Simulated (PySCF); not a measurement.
# U-wB97X/cc-pVDZ run of C2HCl2Si (SMILES C#C[Si](Cl)Cl)

What is the energy change on altering one bond length of C2HCl2Si at U-wB97X/cc-pVDZ? 

Program for the calculation: PySCF 2.14.0.

1 further run of the same task is left out (set aside as unsound or not needed).

## 1. The molecule

The species is C2HCl2Si (6 atoms), meant as a doublet with charge 0. SMILES: `C#C[Si](Cl)Cl`. The coordinates come from a PBE0-D4/def2-TZVP relaxation.

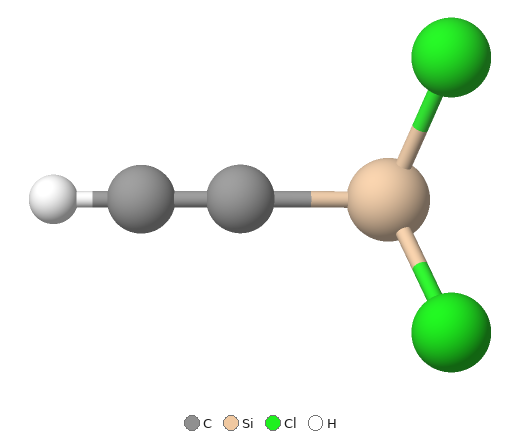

The structure, seen from a chosen angle (carbon grey, silicon light orange, chlorine green, hydrogen white).

## 2. A single-point energy at U-wB97X/cc-pVDZ

start.xyz reads:

```xyz
6

C      1.324500     0.483500     1.111500
C      0.521500     0.095400     0.297200
Si    -0.504400    -0.583800    -1.021800
Cl    -1.914000    -1.830600    -0.226100
Cl    -1.406000     0.937000    -2.046300
H      2.020400     0.834500     1.839400
```

run.py reads:

```python
from pyscf import gto, dft

mol = gto.Mole()
mol.atom = 'start.xyz'
mol.spin = 1
mol.max_memory = 1860
mol.verbose = 4
mol.basis = 'cc-pvdz'
mol.build()

mf = dft.UKS(mol)
mf.xc = 'wb97x'
mf.conv_tol = 1e-10
mf.grids.level = 5
mf.kernel()
if not mf.converged:
    mf = mf.newton().run(mf.mo_coeff, mf.mo_occ)

e_final = mf.e_tot
print('E = %.10f Eh' % e_final)
```

Run with:

```console
$ OMP_NUM_THREADS=1 python run.py
```

The program printed:

```text
PySCF version 2.14.0

[INPUT] num. atoms = 6
[INPUT] num. electrons = 61
[INPUT] charge = 0
[INPUT] spin (= nelec alpha-beta = 2S) = 1
[INPUT] symmetry False subgroup None
[INPUT] Mole.unit = angstrom
[INPUT] Symbol           X                Y                Z      unit          X                Y                Z       unit  Magmom
[INPUT]  1 C      1.324500000000   0.483500000000   1.111500000000 AA    2.502942251986   0.913682581227   2.100430587454 Bohr   0.0
[INPUT]  2 C      0.521500000000   0.095400000000   0.297200000000 AA    0.985492173961   0.180279872284   0.561626604221 Bohr   0.0
[INPUT]  3 Si    -0.504400000000  -0.583800000000  -1.021800000000 AA   -0.953177857231  -1.103222111521  -1.930922154081 Bohr   0.0
[INPUT]  4 Cl    -1.914000000000  -1.830600000000  -0.226100000000 AA   -3.616935802418  -3.459332643629  -0.427267076764 Bohr   0.0
[INPUT]  5 Cl    -1.406000000000   0.937000000000  -2.046300000000 AA   -2.656954931138   1.770673378717  -3.866946568697 Bohr   0.0
[INPUT]  6 H      2.020400000000   0.834500000000   1.839400000000 AA    3.818002662071   1.576976450950   3.475962233525 Bohr   0.0

nuclear repulsion = 293.774262189528
number of shells = 28
number of NR pGTOs = 182
number of NR cGTOs = 87
basis = cc-pvdz
ecp = {}

******** <class 'pyscf.dft.uks.UKS'> ********
method = UKS
initial guess = minao
damping factor = 0
level_shift factor = 0
DIIS = <class 'pyscf.scf.diis.CDIIS'>
diis_start_cycle = 1
diis_space = 8
diis_damp = 0
SCF conv_tol = 1e-10
SCF conv_tol_grad = None
SCF max_cycles = 50
direct_scf = True
direct_scf_tol = 1e-13
number electrons alpha = 31  beta = 30
XC library pyscf.dft.libxc version 7.0.0
    S. Lehtola, C. Steigemann, M. J.T. Oliveira, and M. A.L. Marques.,  SoftwareX 7, 1–5 (2018)
XC functionals = wb97x
radial grids:
    Treutler-Ahlrichs [JCP 102, 346 (1995); DOI:10.1063/1.469408] (M4) radial grids

becke partition: Becke, JCP 88, 2547 (1988); DOI:10.1063/1.454033
pruning grids: <function nwchem_prune>
grids dens level: 5
symmetrized grids: False
atomic radii adjust function: <function treutler_atomic_radii_adjust>
small_rho_cutoff = 0
Set gradient conv threshold to 1e-05
tot grids = 239144
init E= -1287.27424442532
[... the frontier-level lines of each cycle are left out ...]

cycle= 1 E= -1286.60272634268  delta_E= 0.672  |g|= 0.299  |ddm|= 1.83
cycle= 2 E= -1286.64314158327  delta_E= -0.0404  |g|= 0.203  |ddm|= 0.567
cycle= 3 E= -1286.66772496686  delta_E= -0.0246  |g|= 0.0279  |ddm|= 0.217
cycle= 4 E= -1286.66834349166  delta_E= -0.000619  |g|= 0.0239  |ddm|= 0.0756
cycle= 5 E= -1286.66868283121  delta_E= -0.000339  |g|= 0.00469  |ddm|= 0.0261
cycle= 6 E= -1286.66871890125  delta_E= -3.61e-05  |g|= 0.00127  |ddm|= 0.0149
cycle= 7 E= -1286.66872261675  delta_E= -3.72e-06  |g|= 0.00052  |ddm|= 0.00459
cycle= 8 E= -1286.66872322869  delta_E= -6.12e-07  |g|= 0.000247  |ddm|= 0.00155
cycle= 9 E= -1286.66872343583  delta_E= -2.07e-07  |g|= 0.00015  |ddm|= 0.000732
cycle= 10 E= -1286.66872353828  delta_E= -1.02e-07  |g|= 9.43e-05  |ddm|= 0.000518
cycle= 11 E= -1286.66872359079  delta_E= -5.25e-08  |g|= 4.33e-05  |ddm|= 0.00046
cycle= 12 E= -1286.6687236029  delta_E= -1.21e-08  |g|= 1.17e-05  |ddm|= 0.000291
cycle= 13 E= -1286.66872360334  delta_E= -4.37e-10  |g|= 5.73e-06  |ddm|= 4.9e-05
cycle= 14 E= -1286.66872360339  delta_E= -4.68e-11  |g|= 3.64e-06  |ddm|= 1.41e-05
Extra cycle  E= -1286.6687236034  delta_E= -1.05e-11  |g|= 4.52e-06  |ddm|= 7.26e-06
converged SCF energy = -1286.6687236034  <S^2> = 0.75425488  2S+1 = 2.0042504
E = -1286.6687236034 Eh
```

Wall time 60 s (1 thread of Arm Neoverse V1, shared host); peak memory 0.48 GiB.

## 3. The distorted shape at the same level

input.py reads:

```python
from pyscf import gto, dft

mol = gto.M(
    atom='''
C    1.632278   0.687265   1.507210
C    0.829278   0.299165   0.692910
Si  -0.504400  -0.583800  -1.021800
Cl  -1.914000  -1.830600  -0.226100
Cl  -1.406000   0.937000  -2.046300
H    2.328178   1.038265   2.235110
''',
    verbose=4,
    basis='cc-pvdz',
    charge=0,
    spin=1,
    max_memory=1860,
)

mf = dft.UKS(mol, xc='wb97x')
mf.conv_tol = 1e-10
mf.grids.level = 5
mf.kernel()
if not mf.converged:
    mf = mf.newton().run(mf.mo_coeff, mf.mo_occ)

etot = mf.e_tot
print(f'total energy: {etot:.8f} hartree')
```

Run with:

```console
$ OMP_NUM_THREADS=1 python input.py
```

The program printed:

```text
PySCF version 2.14.0

[INPUT] num. atoms = 6
[INPUT] num. electrons = 61
[INPUT] charge = 0
[INPUT] spin (= nelec alpha-beta = 2S) = 1
[INPUT] symmetry False subgroup None
[INPUT] Mole.unit = angstrom
[INPUT] Symbol           X                Y                Z      unit          X                Y                Z       unit  Magmom
[INPUT]  1 C      1.632278000000   0.687265000000   1.507210000000 AA    3.084558379153   1.298742624999   2.848214112206 Bohr   0.0
[INPUT]  2 C      0.829278000000   0.299165000000   0.692910000000 AA    1.567108301127   0.565339916056   1.309410128972 Bohr   0.0
[INPUT]  3 Si    -0.504400000000  -0.583800000000  -1.021800000000 AA   -0.953177857231  -1.103222111521  -1.930922154081 Bohr   0.0
[INPUT]  4 Cl    -1.914000000000  -1.830600000000  -0.226100000000 AA   -3.616935802418  -3.459332643629  -0.427267076764 Bohr   0.0
[INPUT]  5 Cl    -1.406000000000   0.937000000000  -2.046300000000 AA   -2.656954931138   1.770673378717  -3.866946568697 Bohr   0.0
[INPUT]  6 H      2.328178000000   1.038265000000   2.235110000000 AA    4.399618789238   1.962036494722   4.223745758277 Bohr   0.0

nuclear repulsion = 278.428947148911
number of shells = 28
number of NR pGTOs = 182
number of NR cGTOs = 87
basis = cc-pvdz
ecp = {}

******** <class 'pyscf.dft.uks.UKS'> ********
method = UKS
initial guess = minao
damping factor = 0
level_shift factor = 0
DIIS = <class 'pyscf.scf.diis.CDIIS'>
diis_start_cycle = 1
diis_space = 8
diis_damp = 0
SCF conv_tol = 1e-10
SCF conv_tol_grad = None
SCF max_cycles = 50
direct_scf = True
direct_scf_tol = 1e-13
number electrons alpha = 31  beta = 30
XC library pyscf.dft.libxc version 7.0.0
    S. Lehtola, C. Steigemann, M. J.T. Oliveira, and M. A.L. Marques.,  SoftwareX 7, 1–5 (2018)
XC functionals = wb97x
radial grids:
    Treutler-Ahlrichs [JCP 102, 346 (1995); DOI:10.1063/1.469408] (M4) radial grids

becke partition: Becke, JCP 88, 2547 (1988); DOI:10.1063/1.454033
pruning grids: <function nwchem_prune>
grids dens level: 5
symmetrized grids: False
atomic radii adjust function: <function treutler_atomic_radii_adjust>
small_rho_cutoff = 0
Set gradient conv threshold to 1e-05
tot grids = 239144
init E= -1286.95192249502
[... the frontier-level lines of each cycle are left out ...]

cycle= 1 E= -1286.52768056915  delta_E= 0.424  |g|= 0.338  |ddm|= 1.78
cycle= 2 E= -1286.57098804663  delta_E= -0.0433  |g|= 0.263  |ddm|= 0.735
cycle= 3 E= -1286.61482264263  delta_E= -0.0438  |g|= 0.0289  |ddm|= 0.255
cycle= 4 E= -1286.61583180013  delta_E= -0.00101  |g|= 0.0243  |ddm|= 0.0885
cycle= 5 E= -1286.61624234842  delta_E= -0.000411  |g|= 0.0065  |ddm|= 0.029
cycle= 6 E= -1286.61634527004  delta_E= -0.000103  |g|= 0.00193  |ddm|= 0.0259
cycle= 7 E= -1286.61636155114  delta_E= -1.63e-05  |g|= 0.000817  |ddm|= 0.0107
cycle= 8 E= -1286.61636417717  delta_E= -2.63e-06  |g|= 0.000424  |ddm|= 0.00359
cycle= 9 E= -1286.61636490424  delta_E= -7.27e-07  |g|= 0.000235  |ddm|= 0.00167
cycle= 10 E= -1286.61636515489  delta_E= -2.51e-07  |g|= 0.000125  |ddm|= 0.000939
cycle= 11 E= -1286.61636523072  delta_E= -7.58e-08  |g|= 7.09e-05  |ddm|= 0.000516
cycle= 12 E= -1286.61636525426  delta_E= -2.35e-08  |g|= 3.8e-05  |ddm|= 0.000303
cycle= 13 E= -1286.61636526104  delta_E= -6.78e-09  |g|= 2.22e-05  |ddm|= 0.000171
cycle= 14 E= -1286.61636526307  delta_E= -2.03e-09  |g|= 1.23e-05  |ddm|= 0.000106
cycle= 15 E= -1286.61636526339  delta_E= -3.28e-10  |g|= 9.81e-06  |ddm|= 3.57e-05
cycle= 16 E= -1286.61636526355  delta_E= -1.57e-10  |g|= 2.72e-06  |ddm|= 2.69e-05
cycle= 17 E= -1286.61636526358  delta_E= -2.82e-11  |g|= 1.1e-06  |ddm|= 1.38e-05
Extra cycle  E= -1286.61636526358  delta_E= -1.36e-12  |g|= 6.74e-07  |ddm|= 3.12e-06
converged SCF energy = -1286.61636526358  <S^2> = 0.75663559  2S+1 = 2.0066246
total energy: -1286.61636526 hartree
```

It took 69 s on 1 thread of Arm Neoverse V1, shared host; peak memory 0.48 GiB.

## 4. What came out

Level: U-wB97X/cc-pVDZ.

| quantity | value |
| --- | --- |
| first shape: total energy | -1286.66872 Eh |
| first shape: dipole moment | 2.06 D |
| first shape: HOMO energy (highest over α and β) | -8.79 eV |
| first shape: LUMO energy (lowest over α and β) | -1.67 eV |
| first shape: ⟨S²⟩ | 0.754 |
| distorted shape: total energy | -1286.61637 Eh |
| distorted shape: dipole moment | 0.98 D |
| distorted shape: HOMO energy (highest over α and β) | -9.56 eV |
| distorted shape: LUMO energy (lowest over α and β) | -2.37 eV |
| distorted shape: ⟨S²⟩ | 0.757 |
| energy change with the C2–Si3 bond stretched from 1.804 to 2.345 Å | 1.425 eV |

**Reading.** With the C2–Si3 bond stretched from 1.804 to 2.345 Å the energy rises by 1.42 eV (33 kcal/mol). The first shape isn't relaxed at this level, so the change isn't measured from a minimum. Mulliken charges (first shape) run from -0.17 on Cl5 to +0.39 on Si3. Mulliken charges (distorted shape) run from -0.18 on C2 to +0.57 on Si3; they depend strongly on the basis.
